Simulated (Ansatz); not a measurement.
# Dielectric function and optical constants of HfSiO4 (Hafnon), part 2 of 2

What colour and refractive index does HfSiO4 (Hafnon) have at this level of theory?

Ansatz 0.2.0; DFT, PBE, plane-wave PAW, default files, scalar-relativistic, independent-particle optical response without local fields.

So far. Step 2 (Ground state and bands): There is a gap, 5.45 eV on the path, so no carriers' term is needed. The cell is left with a pressure of 7.5 GPa and forces up to 0.34 eV/Å, as it stands unrelaxed at this level.

**3. Spectrum**

With the density converged, the vertical transitions are summed over the zone.

This step: DFT, PBE, plane-wave PAW, default files, scalar-relativistic, independent-particle optical response without local fields (Ansatz 0.2.0).

input.yaml

```yaml
crystal:
  lattice:
    - [-3.28625, 3.28625, 2.9816]
    - [3.28625, -3.28625, 2.9816]
    - [3.28625, 3.28625, -2.9816]
  atoms:
    - { symbol: Hf, position: [0.0, 0.0, 0.0] }
    - { symbol: Hf, position: [0.75, 0.25, 0.5] }
    - { symbol: Si, position: [0.5, 0.5, 0.0] }
    - { symbol: Si, position: [0.25, 0.75, 0.5] }
    - { symbol: O, position: [0.6802, 0.4957, 0.8155] }
    - { symbol: O, position: [0.2457, 0.9302, 0.3155] }
    - { symbol: O, position: [0.6802, 0.8647, 0.1845] }
    - { symbol: O, position: [0.6147, 0.9302, 0.6845] }
    - { symbol: O, position: [0.0698, 0.3853, 0.3155] }
    - { symbol: O, position: [0.5043, 0.3198, 0.1845] }
    - { symbol: O, position: [0.0698, 0.7543, 0.6845] }
    - { symbol: O, position: [0.1353, 0.3198, 0.8155] }
kpoints:
  mp_grid: { grid: [5, 5, 5] }
scf:
  occupations: { method: fixed }
hamiltonian:
  xc: pbe
  pseudopotentials: { kind: paw }
output:
  optics:
    e_range: [0, 14]
    de: 0.05
    sigma: 0.1
    nscf_kmesh: { grid: [6, 6, 6] }
    bands: { spectra_wanted_up_to: 14 }
```

Command:

```bash
> ansatz run input.yaml --threads 4 --pin off --max-ram 8192MiB --backend cpu --events-out ev --progress --plain --runs-dir out
```

Numbers of over 12 decimals in the logs are rounded to 6 here.

Output:

```text
[...]
Crystal: 12 atoms, lattice volume = 128.798 Å³
Basis set: ecut = 420 eV, 2513 PW (Γ)
Bands: 66, of which v1, the nominal top of the filled ones, is band 54 counted from 1 (53 counted from 0)
Symmetry: 16 space group operations
[...]
k-points: 18 of 125
[...]
SCF iter   1: F=—  HF=-37271.652998 eV  |F-HF|=—  |Δ(HF+E_count)|=         —  Δρ=1.99e-3  dr2=3.43e-3  ethr=1.77e-3  ⟨swp⟩=4.9  Hψ=4311  notcnv=0  defer=176
[...]
SCF iter  11: F=-37271.655168 eV  HF=-37271.655168 eV  |F-HF|=1.46e-11  |Δ(HF+E_count)|=  1.46e-11  Δρ=1.86e-8  dr2=3.62e-13  ethr=1.00e-12  ⟨swp⟩=10.6  Hψ=4069  notcnv=0
SCF 1 converged in 11 iterations: F = -37271.655168 eV  dr2 = 3.62e-13
[...]
NSCF: frozen V_eff on 30 k-points
[...]
output.optics: what the bands over the 99 summed would add to eps1, eps2 and the energy-loss function is held between a lower and an upper bound (7 Lanczos steps). eps1, eps2 and their loss function (loss_summed_bands) are given on every row as the summed bands alone make them. Along an axis, on a row where the two bounds hold the loss function to about 1 % of the greater of itself and 0.5 % of |1/eps|, its cell (loss_completed) is given, with the completed eps1 and eps2 that it is formed of (a cell that is left empty reads nan in the table and null in the record). The two bounds hold it so along every axis on all 281 rows up to 14.000 eV. [rest of the remark cut]
SCF converged after 11 iterations
Free energy (F): -37271.655168 eV
[...]
Internal energy: -37271.655168 eV  (E = F + TS)
E sigma→0 (E₀):  -37271.655168 eV
Fermi energy:    10.083329 eV
[...]
--- Band table (eV; the first three rows and the last of 18) ---
  k-point 0: bands = [... 50 lower, 9.5204, 9.5204, 9.5375, 10.0833, 15.9282, 16.1983, 16.3382, 16.3813, ... 8 higher]
  k-point 1: bands = [... 50 lower, 9.2775, 9.3933, 9.5411, 9.9208, 15.7903, 15.8947, 16.2913, 16.3584, ... 8 higher]
  k-point 2: bands = [... 50 lower, 9.2059, 9.2609, 9.4782, 9.5925, 15.5811, 15.5967, 16.4635, 16.4962, ... 8 higher]
  k-point 17: bands = [... 50 lower, 9.0018, 9.0876, 9.1509, 9.2559, 16.2086, 16.2589, 16.7492, 16.8403, ... 8 higher]
```

It took 43 s on 4 threads of Intel Xeon Platinum 8375C at 2.90GHz (Ice Lake), shared host; peak memory 2.3 GiB.

This step gave:

* electronic dielectric constant ε∞, mean over x, y and z (by symmetry where fewer were run): 4.063
* absorption onset, first axis (α over 10⁴ cm⁻¹, or the direct gap if that lies higher): 5.815 eV
* main peak of Im epsilon, first axis: 8.420 eV
* least direct gap on the mesh: 5.815 eV
* bands summed: 99
* spectra valid up to: 23.61 eV
* program's estimate of the k-sum error in Im epsilon: 0.23 %
* electrons in the f-sum: 50.58

The Im ε has structure finer than the step of the table below, so its rows give means over 0.5 eV, whole bins alone (the curve runs from 0 to 14 eV). Peaks (eV: height): E ∥ x or y 6.05: 4.83, 7.75: 5.20, 8.40: 6.04, 9.85: 4.76, 12.45: 3.56; E ∥ z 7.30: 6.56, 8.35: 10.1.

Im ε against photon energy; means over each step:

| photon energy (eV) | E ∥ x or y | E ∥ z |
| --- | --- | --- |
| 5.0 | 0 | 0 |
| 5.5 | 0.0275 | 0.00528 |
| 6.0 | 3.39 | 1.28 |
| 6.5 | 3.72 | 2.34 |
| 7.0 | 2.68 | 4.65 |
| 7.5 | 4.03 | 5.47 |
| 8.0 | 4.74 | 6.25 |
| 8.5 | 5.16 | 8.59 |
| 9.0 | 3.53 | 6.83 |
| 9.5 | 4.42 | 4.56 |
| 10.0 | 4.54 | 4.36 |
| 10.5 | 3.73 | 3.80 |
| 11.0 | 3.47 | 3.76 |
| 11.5 | 2.58 | 3.79 |
| 12.0 | 2.84 | 3.06 |
| 12.5 | 3.39 | 2.53 |
| 13.0 | 2.88 | 2.69 |
| 13.5 | 2.79 | 2.64 |

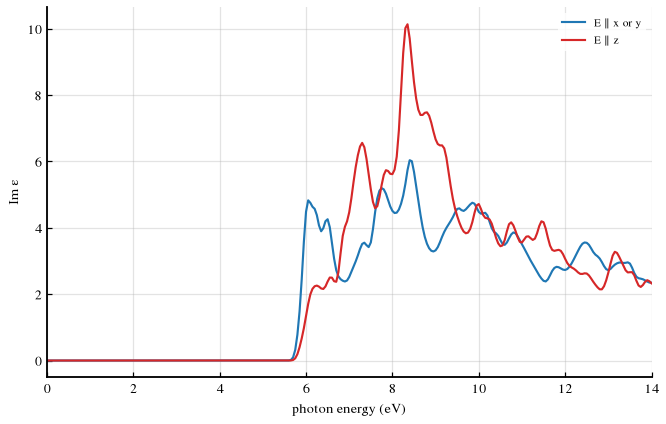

Im ε, plotted against photon energy.

Re ε against photon energy:

| photon energy (eV) | E ∥ x or y | E ∥ z |
| --- | --- | --- |
| 0 | 3.98 | 4.24 |
| 1 | 4.01 | 4.27 |
| 2 | 4.11 | 4.38 |
| 3 | 4.31 | 4.60 |
| 4 | 4.68 | 4.97 |
| 5 | 5.49 | 5.70 |
| 6 | 8.45 | 8.24 |
| 7 | 5.38 | 8.53 |
| 8 | 4.03 | 6.37 |
| 9 | 2.95 | 0.939 |
| 10 | 1.71 | 1.06 |
| 11 | 0.816 | 0.923 |
| 12 | 1.63 | 0.0847 |
| 13 | 0.936 | 1.42 |
| 14 | 0.823 | 0.776 |

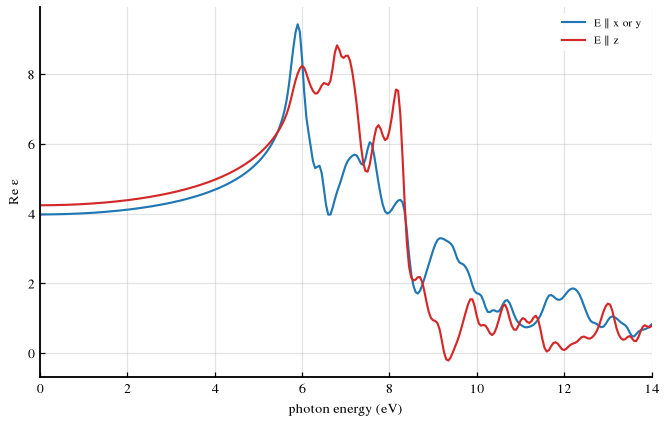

Re ε, plotted against photon energy.

The loss function −Im 1/ε at q → 0 has structure finer than the step of the table below, so its rows give means over 0.5 eV, whole bins alone (the curve runs from 0 to 14 eV). Peaks (eV: height): E ∥ x or y 6.60: 0.125, 8.75: 0.211, 11.40: 0.342; E ∥ z 9.65: 0.249, 12.75: 0.418, 13.70: 0.425.

Loss function −Im 1/ε at q → 0 against energy loss; means over each step:

| energy loss (eV) | E ∥ x or y | E ∥ z |
| --- | --- | --- |
| 5.0 | 0 | 0 |
| 5.5 | 4.4e-4 | 1.0e-4 |
| 6.0 | 0.0473 | 0.0195 |
| 6.5 | 0.104 | 0.0359 |
| 7.0 | 0.0775 | 0.0498 |
| 7.5 | 0.0834 | 0.0844 |
| 8.0 | 0.117 | 0.0744 |
| 8.5 | 0.156 | 0.105 |
| 9.0 | 0.174 | 0.144 |
| 9.5 | 0.158 | 0.220 |
| 10.0 | 0.191 | 0.215 |
| 10.5 | 0.239 | 0.248 |
| 11.0 | 0.272 | 0.253 |
| 11.5 | 0.313 | 0.259 |
| 12.0 | 0.262 | 0.327 |
| 12.5 | 0.259 | 0.384 |
| 13.0 | 0.316 | 0.325 |
| 13.5 | 0.341 | 0.371 |

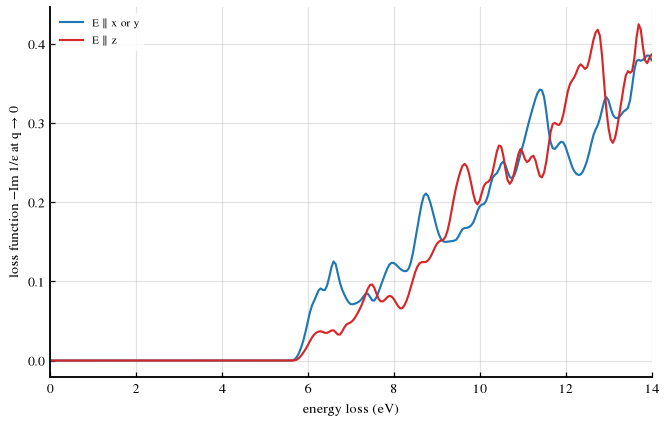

Loss function −Im 1/ε at q → 0 against energy loss.

The reflectivity at normal incidence has structure finer than the step of the table below, so its rows give means over 1 eV, whole bins alone (the curve runs from 0 to 14 eV). Peaks (eV: height): E ∥ x or y 6.0: 27.6, 7.7: 24.9, 8.4: 27.4, 9.9: 23.9, 10.9: 22.0, 12.6: 20.5, 13.5: 19.7; E ∥ z 7.2: 29.4, 8.3: 36.9, 10.1: 26.1, 11.6: 26.8, 13.2: 21.1.

Reflectivity at normal incidence against photon energy; means over each step:

| photon energy (eV) | E ∥ x or y (%) | E ∥ z (%) |
| --- | --- | --- |
| 1 | 11.2 | 12.1 |
| 2 | 11.5 | 12.5 |
| 3 | 12.3 | 13.3 |
| 4 | 13.6 | 14.5 |
| 5 | 16.3 | 16.9 |
| 6 | 23.6 | 22.3 |
| 7 | 19.3 | 26.8 |
| 8 | 24.1 | 29.6 |
| 9 | 20.2 | 32.8 |
| 10 | 22.8 | 24.3 |
| 11 | 19.5 | 22.4 |
| 12 | 15.9 | 22.6 |
| 13 | 18.7 | 17.5 |

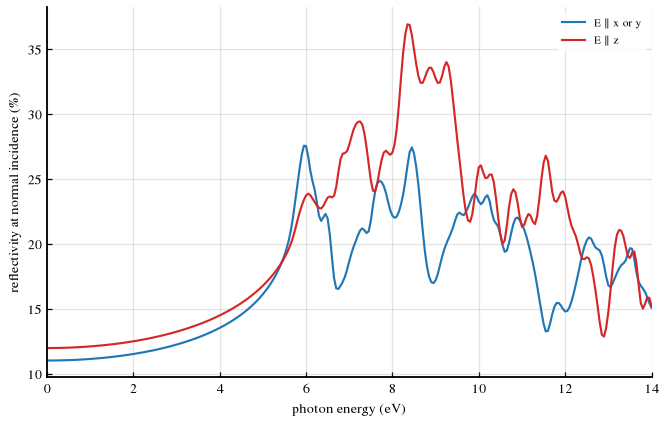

Reflectivity at normal incidence, plotted against photon energy.

The refractive index n and extinction k by photon energy:

| photon energy (eV) | n, E ∥ x or y | k, E ∥ x or y | n, E ∥ z | k, E ∥ z |
| --- | --- | --- | --- | --- |
| 0 | 1.99 | 0 | 2.06 | 0 |
| 1 | 2.00 | 0 | 2.07 | 0 |
| 2 | 2.03 | 0 | 2.09 | 0 |
| 3 | 2.08 | 0 | 2.14 | 0 |
| 4 | 2.16 | 0 | 2.23 | 0 |
| 5 | 2.34 | 0 | 2.39 | 0 |
| 6 | 3.00 | 0.747 | 2.88 | 0.232 |
| 7 | 2.38 | 0.529 | 3.01 | 0.742 |
| 8 | 2.25 | 1.00 | 2.73 | 1.03 |
| 9 | 1.92 | 0.864 | 1.96 | 1.70 |
| 10 | 1.80 | 1.24 | 1.72 | 1.37 |
| 11 | 1.49 | 1.18 | 1.52 | 1.17 |
| 12 | 1.55 | 0.880 | 1.26 | 1.22 |
| 13 | 1.38 | 0.986 | 1.49 | 0.891 |
| 14 | 1.29 | 0.912 | 1.27 | 0.916 |

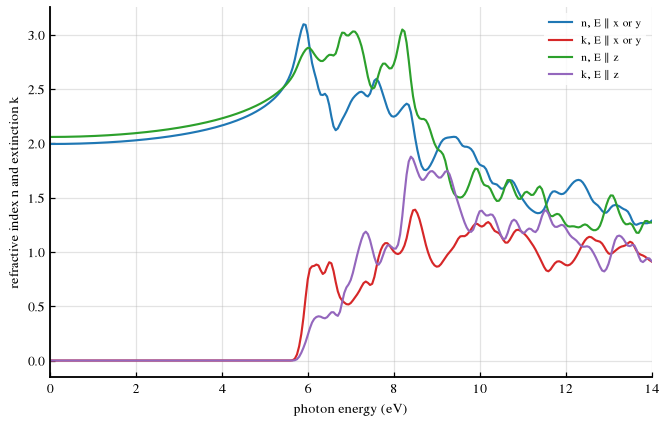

Refractive index n and extinction k against photon energy.

From ε follow the optical constants at some laser and lamp lines:

| wavelength (nm) | n xy | k xy | R (%) xy | 1/α xy | n z | k z | R (%) z | 1/α z |
| --- | --- | --- | --- | --- | --- | --- | --- | --- |
| 1550 | 2.00 | 0.000 | 11.1 | over 1 mm | 2.06 | 0.000 | 12.1 | over 1 mm |
| 1064 | 2.00 | 0.000 | 11.2 | over 1 mm | 2.07 | 0.000 | 12.2 | over 1 mm |
| 800 | 2.01 | 0.000 | 11.3 | over 1 mm | 2.08 | 0.000 | 12.3 | over 1 mm |
| 633 | 2.03 | 0.000 | 11.5 | over 1 mm | 2.09 | 0.000 | 12.5 | over 1 mm |
| 532 | 2.04 | 0.000 | 11.7 | over 1 mm | 2.11 | 0.000 | 12.7 | over 1 mm |
| 365 | 2.11 | 0.000 | 12.7 | over 1 mm | 2.17 | 0.000 | 13.7 | over 1 mm |
| 308 | 2.17 | 0.000 | 13.6 | over 1 mm | 2.23 | 0.000 | 14.5 | over 1 mm |

Through 1 µm of it, D65 light comes out colourless (x = 0.314, y = 0.330; 79 % transmitted).

At 1064 nm the birefringence n(z) − n(x) is +0.065: the crystal is uniaxial positive at this level.

The f-sum over the summed bands holds 50.6 of the cell's 108 electrons outside the frozen cores, 60 of which lie in bands more than 12 eV below the Fermi level, whose transitions come at higher energies. Up to 14 eV the strength has a mean oscillator energy of 9.4 eV, and these transitions give 69 % of ε∞ − 1 along x; the rest comes from higher ones.

**4. Static response with local fields**

A static field by perturbation theory: the induced potential is included, and the Born charges come with it.

This step: DFT, PBE, plane-wave PAW, default files, scalar-relativistic, static field response by perturbation theory with local fields (Ansatz 0.2.0).

Edit input.yaml of step 3 so:

```diff
@@ -25,8 +25,2 @@
   pseudopotentials: { kind: paw }
-output:
-  optics:
-    e_range: [0, 14]
-    de: 0.05
-    sigma: 0.1
-    nscf_kmesh: { grid: [6, 6, 6] }
-    bands: { spectra_wanted_up_to: 14 }
+dielectric: {}
```

Output:

```text
[...]
Crystal: 12 atoms, lattice volume = 128.798 Å³
Basis set: ecut = 420 eV, 2513 PW (Γ), exchange–correlation on 80×80×80 points (8 copies of the dense FFT grid, shifted against one another)
Bands: 66, of which v1, the nominal top of the filled ones, is band 54 counted from 1 (53 counted from 0)
Symmetry: 16 space group operations
k-points: 39 of 125 (irreducible under 2 space group operations, time reversal used)
[...]
SCF iter   1: F=—  HF=-37271.652921 eV  |F-HF|=—  |Δ(HF+E_count)|=         —  Δρ=1.99e-3  dr2=3.43e-3  ethr=1.77e-3  ⟨swp⟩=5.0  Hψ=9258  notcnv=0  defer=384
[...]
SCF iter  10: F=-37271.655099 eV  HF=-37271.655099 eV  |F-HF|=1.46e-11  |Δ(HF+E_count)|=  1.53e-10  Δρ=1.05e-7  dr2=1.38e-11  ethr=1.00e-12  ⟨swp⟩=10.1  Hψ=7995  notcnv=0
SCF 1 converged in 10 iterations: F = -37271.655099 eV  dr2 = 1.38e-11
[...]
DFPT response loops at Γ: preconditioner auto → none (the input reference at scf.mixing.eps_inf says where Resta's filter doesn't serve); β = 0.50; Broyden in place of MSR1
SCF converged after 10 iterations
Free energy (F): -37271.655099 eV
[...]
Internal energy: -37271.655099 eV  (E = F + TS)
E sigma→0 (E₀):  -37271.655099 eV
Fermi energy:    10.083325 eV
[...]
--- Band table (eV; the first three rows and the last of 39) ---
  k-point 0: bands = [... 50 lower, 9.5204, 9.5204, 9.5375, 10.0833, 15.9281, 16.1983, 16.3382, 16.3813, ... 8 higher]
  k-point 1: bands = [... 50 lower, 9.2775, 9.3933, 9.5411, 9.9208, 15.7903, 15.8946, 16.2913, 16.3583, ... 8 higher]
  k-point 2: bands = [... 50 lower, 9.2059, 9.2609, 9.4782, 9.5925, 15.5811, 15.5967, 16.4635, 16.4962, ... 8 higher]
  k-point 38: bands = [... 50 lower, 9.1766, 9.2832, 9.3902, 9.7031, 15.9087, 16.0122, 16.5494, 16.7868, ... 8 higher]
--- Dielectric response (ions clamped): 2 representative field directions + reference, on 39 of 125 k-points (Σ response iterations 18) ---
  k mesh reduced under 2 symmetry operations, with k and −k counted as one. Each operation leaves every solved perturbation unchanged. A smaller set is not considered because the run solves the response to a homogeneous field
  ε∞ (high-frequency dielectric tensor):
        3.857123     0.000000     0.000000
        0.000000     3.857123     0.000000
        0.000000     0.000000     4.079904
  Born effective charges Z* (e; rows j = field, columns β = displacement):
    site 0:
         5.29317   -0.00000   -0.00000
         0.00000    5.29317   -0.00000
         0.00000    0.00000    4.63317
    site 1:
         5.29317   -0.00000   -0.00000
        -0.00000    5.29317   -0.00000
         0.00000    0.00000    4.63317
    site 2:
         3.17450    0.00000   -0.00000
        -0.00000    3.17450    0.00000
         0.00000    0.00000    4.31711
    site 3:
         3.17450   -0.00000   -0.00000
         0.00000    3.17450    0.00000
         0.00000    0.00000    4.31711
    site 4:
        -3.08895    0.00000    0.34321
         0.00000   -1.14488    0.00000
         0.18512    0.00000   -2.23757
    site 5:
        -1.14488   -0.00000   -0.00000
        -0.00000   -3.08895    0.34321
         0.00000    0.18512   -2.23757
    site 6:
        -3.08895   -0.00000   -0.34321
        -0.00000   -1.14488   -0.00000
        -0.18512    0.00000   -2.23757
    site 7:
        -1.14488    0.00000   -0.00000
         0.00000   -3.08895   -0.34321
         0.00000   -0.18512   -2.23757
    site 8:
        -3.08895    0.00000   -0.34321
         0.00000   -1.14488    0.00000
        -0.18512    0.00000   -2.23757
    site 9:
        -1.14488   -0.00000   -0.00000
         0.00000   -3.08895    0.34321
         0.00000    0.18512   -2.23757
    site 10:
        -3.08895   -0.00000    0.34321
         0.00000   -1.14488    0.00000
         0.18512    0.00000   -2.23757
    site 11:
        -1.14488    0.00000   -0.00000
        -0.00000   -3.08895   -0.34321
         0.00000   -0.18512   -2.23757
  Z* charge neutrality: 3.030e-5 e pre-enforcement
  k-mesh period / interband length: 27.6 Å / 1.13 Å = 24.54 at k = (0.0000, 0.0000, 0.4000), direct gap 5.989 eV — 14 or more, which is no proof of convergence
```

Wall time 48 s (4 threads); peak memory 1.6 GiB; 3.1 min of CPU time.

Read-outs, printed or worked out from the files:

| Item | Value |
| --- | --- |
| electronic dielectric constant ε∞, mean over x, y and z (by symmetry where fewer were run) | 3.931 |

ε∞ with local fields:

```
3.86 0.00 0.00
0.00 3.86 0.00
0.00 0.00 4.08
```

Diagonal elements. Born, by row:

| atom | Z*xx (e) | Z*yy (e) | Z*zz (e) |
| --- | --- | --- | --- |
| Hf1 | 5.293 | 5.293 | 4.633 |
| Hf2 | 5.293 | 5.293 | 4.633 |
| Si3 | 3.175 | 3.175 | 4.317 |
| Si4 | 3.175 | 3.175 | 4.317 |
| O5 | -3.089 | -1.145 | -2.238 |
| O6 | -1.145 | -3.089 | -2.238 |
| O7 | -3.089 | -1.145 | -2.238 |
| O8 | -1.145 | -3.089 | -2.238 |
| O9 | -3.089 | -1.145 | -2.238 |
| O10 | -1.145 | -3.089 | -2.238 |
| O11 | -3.089 | -1.145 | -2.238 |
| O12 | -1.145 | -3.089 | -2.238 |

Mean Born charges are Hf +5.07, Si +3.56 and O -2.16, against formal valences of +4, +4 and -2. That of Hf exceeds its valence by 27 %, the mark of charge moving along hybridised bonds as the atoms shift.

**5. What came out**

```json
{
  "gap on the path": "5.45 eV",
  "least direct gap on the path": "5.83 eV",
  "electronic dielectric constant ε∞, mean over x, y and z (by symmetry where fewer were run) (independent particles)": "4.06",
  "absorption onset, first axis (α over 10⁴ cm⁻¹, or the direct gap if that lies higher)": "5.82 eV",
  "main peak of Im epsilon, first axis": "8.42 eV",
  "electronic dielectric constant ε∞, mean over x, y and z (by symmetry where fewer were run) (static response with local fields)": "3.93"
}
```

**Reading.** At this level (PBE, independent particles) HfSiO4 has a mean ε∞ = 4.06 (3.93 with local fields) and n = 2.00 at 1550 nm (E ∥ x); absorption sets in near 5.8 eV, and Im ε peaks at 8.4 eV (E ∥ x). The gap is indirect (5.45 eV), so absorption without phonons can begin only at the direct gap of 5.83 eV. Lines 0.1 eV wide carry a tail of absorption under the direct gap, past the threshold already at 5.70 eV. Absorption passes 10⁴ cm⁻¹ from the direct gap on, 5.82 eV, in the ultraviolet, so the visible is passed. Distinct maxima of Im ε, read by a parabola through the highest points, lie at 6.07 eV (4.8), 7.76 eV (5.2), 8.42 eV (6.1) and 9.86 eV (4.8) for E ∥ x or y. The f-sum over the summed bands holds 50.6 of the cell's 108 electrons outside the frozen cores, 60 of which lie in bands more than 12 eV below the Fermi level, whose transitions come at higher energies. Up to 14 eV the strength has a mean oscillator energy of 9.4 eV, and these transitions give 69 % of ε∞ − 1 along x; the rest comes from higher ones. Through 1 µm of it, D65 light comes out colourless (x = 0.314, y = 0.330; 79 % transmitted). At 1064 nm the birefringence n(z) − n(x) is +0.065: the crystal is uniaxial positive at this level. In the base spectrum excitons and phonon-assisted transitions are missing, and so are local fields; PBE gaps are as a rule too small, which pulls the onset down and ε∞ up. In the base run ε includes the program's bounded estimate of what the bands above those summed add. Spin-orbit coupling is left out although heavy atoms are present.

[Logs are printed without paths, hosts, clocks, repeated set-up lines and the standing remarks that a program may print on its own settings, such as how far it seeks lower states.]

[Hosts, paths, dates, database ids (printed as entryN), source tags and the programs' standing remarks are cut or masked in the printed files.]
